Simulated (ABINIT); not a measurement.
PbF2 (Fm-3m): how ε∞ follows the gap

The empty bands of PbF2 (Fm-3m) are shifted up rigidly by Δ, and ε∞ is computed for each shift.

Symmetry: Fm-3m, No. 225, cubic system. The conventional cell has a = 5.927 Å, b = 5.927 Å, c = 5.927 Å, α = 90.00°, β = 90.00°, γ = 90.00°. Pb on site a has 8 F at 2.57 Å as nearest neighbours. Around F on site c lie 4 Pb at 2.57 Å.

Method: ABINIT 10.8.3, PBE, independent particles, k-mesh 10×10×10, Lorentzian half width 0.04 eV.

Launch of the response step: `optic optic.abi`. The series took 63 s in all, its band step included, on 4 threads of Arm Neoverse V2, with other jobs on the host.

```
Δ (eV)     ε∞
  0.00  3.612
  0.40  3.489
  0.80  3.379
  1.20  3.279
  1.60  3.188
  2.00      ?
```

With one effective transition at E₀ and fixed dipole strength, ε∞ − 1 = A/(E₀ + Δ), so 1/(ε∞ − 1) is linear in Δ.

Working, on the rows shown:

| x = Δ (eV) | y = 1/(ε∞ − 1) |
| --- | --- |
| 0 | 0.382848 |
| 0.4 | 0.401768 |
| 0.8 | 0.420345 |
| 1.2 | 0.438789 |
| 1.6 | 0.457038 |

Means: x̄ = 0.8, ȳ = 0.42016. Σ(x − x̄)(y − ȳ) = 0.07416, Σ(x − x̄)² = 1.6. Slope = 0.07416 / 1.6 = 0.04635; intercept = ȳ − slope · x̄ = 0.38308. Turned back into ε∞, the line misses the rows shown by at most 0.0016.

Question: Fill in the last column of the withheld row.

Answer: At x = 2 the line gives y = 0.47578, that is 3.102. The run gave 3.105, so the extrapolation is off by 0.0032, 0.6 % of the range in the table.

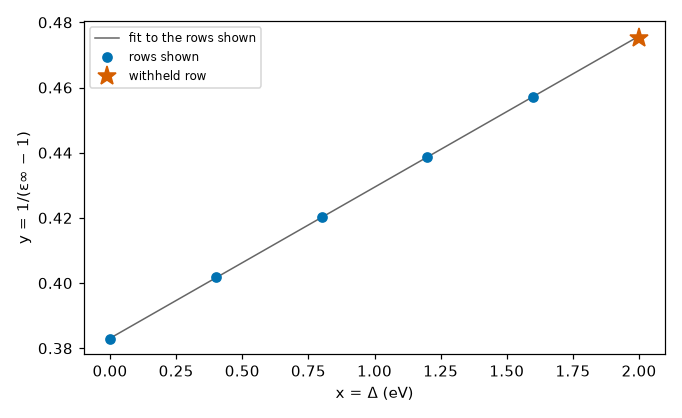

Refitted with all rows, the slope is 0.04609 and the intercept 0.38321. These give E₀ = intercept/slope = 8.3 eV, far above the least direct gap of 4.58 eV: most of the screening comes from transitions well over the edge. Over the first step ε∞ falls by 8 % per eV. The cell comes from an older database entry, whose edges can be off by a per cent or so. Excitons are left out and so are local fields. The values come from a sum over the points of one k-mesh and carry its error, which grows as the direct gap shrinks. Spin-orbit coupling is left out.

[Logs are printed without paths, hosts, clocks, repeated set-up lines and the standing remarks that a program may print on its own settings, such as how far it seeks lower states.]
